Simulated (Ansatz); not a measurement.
Al2B (charge +1, quintet)

The calculation's input:

```
crystal:
  periodic: [false, false, false]
  atoms:
    - {symbol: B, position_ang: [-0.000196, 0.001861, -0.004202]}
    - {symbol: Al, position_ang: [-0.757071, 1.690941, 0.787589]}
    - {symbol: Al, position_ang: [0.757278, -1.692803, -0.783386]}
basis:
  gaussian: {orbitals: def2-TZVP, initial_orbitals: start.molden}
total_charge: 1
magnetization: {spin_polarized: true, initial_magnetization: 4}
hamiltonian: {xc: pbe0, dispersion: d4}
output: {orbitals: {seedname: orbitals}}
```

Run with:

```sh
ansatz run in.yaml --threads 4 --pin off --events-out ev --progress --plain --max-ram 3916MiB
```

Geometry: r2SCAN-D4/def2-TZVP.

Level of theory: UKS PBE0-D4/def2-TZVP in Ansatz.

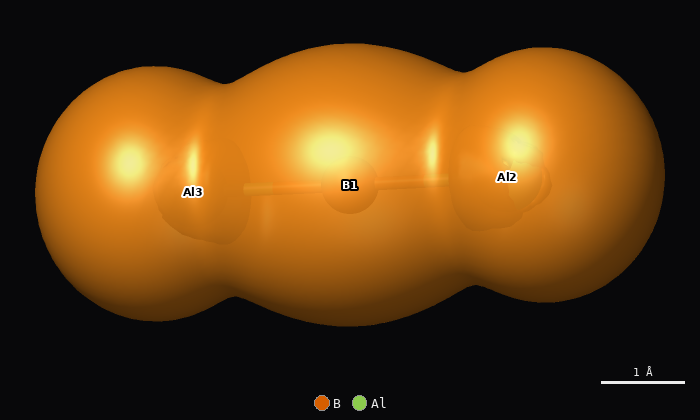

Figure 1. Isosurface of the spin density at +0.02 e/Å³ (orange), seen from one side.

> Describe the spin distribution.

The unpaired spin (4 electrons) lies mostly on B1 (about 1.6), Al2 (about 1.2) and Al3 (about 1.2), in electrons by Hirshfeld's partition.

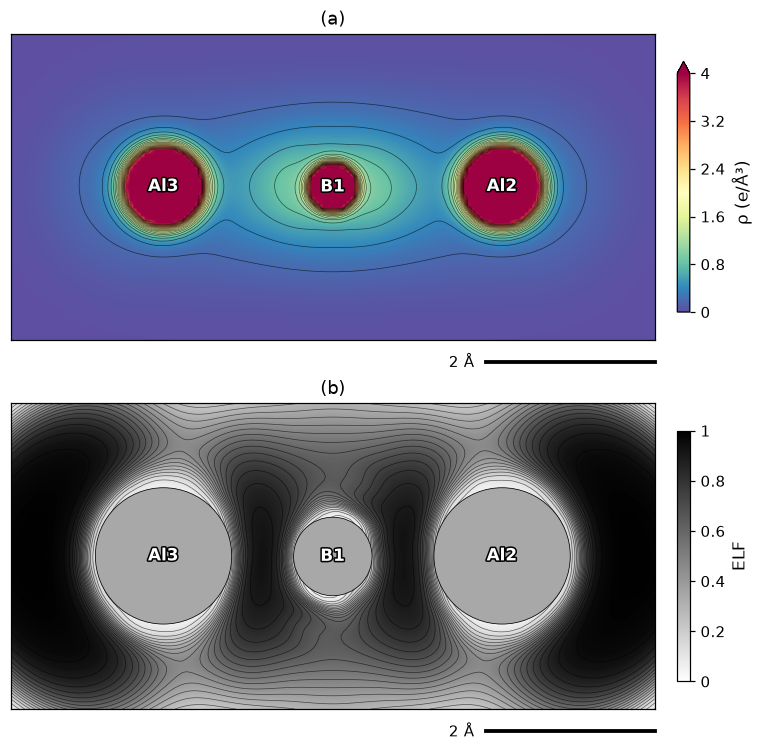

Figure 2. (a) total electron density; (b) electron localisation function on a plane that holds the molecular axis. Grey discs cover the atomic cores in the ELF map.

> Describe what can be read from this map.

Atoms in the plane: B and Al. Al–B (2.01 Å): ρ is about 0.59 e/Å³ halfway; the ELF peaks at about 0.90 between the atoms, as expected for a shared electron pair.

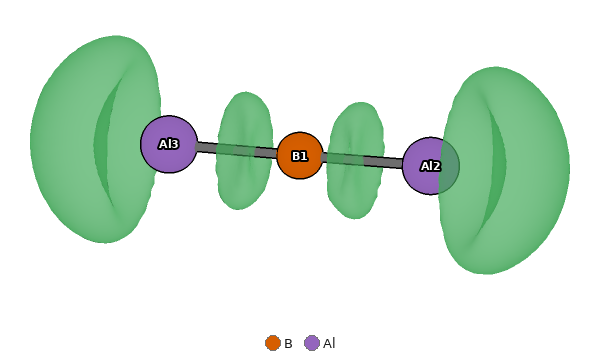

Figure 3. Isosurface of the ELF at 0.85 (green), seen from one side. Only the valence region is drawn (cores and ρ < 0.01 e/Å³ removed).

> What do the ELF domains correspond to?

At this value the surface marks out two regions between bonded Al–B atoms (shared pairs) and two lobes on Al, pointing away from the bonds (non-bonding electrons).

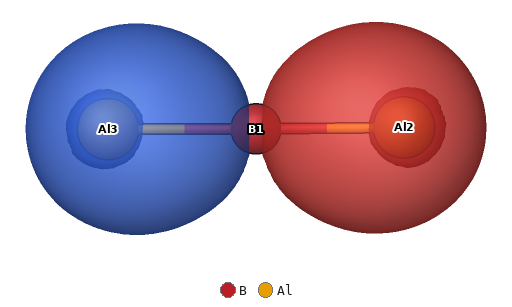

Figure 4. One frontier orbital at ±0.1 Å⁻³ᐟ² (red and blue are the two phases), seen from one side.

> Which orbital is it: HOMO (β) or LUMO (β)?

The HOMO (β), at −14.00 eV. It lies mainly on Al2 (about 35 %), Al3 (about 35 %) and B1 (about 30 %); it is of σ type; it is ungerade (odd under inversion).
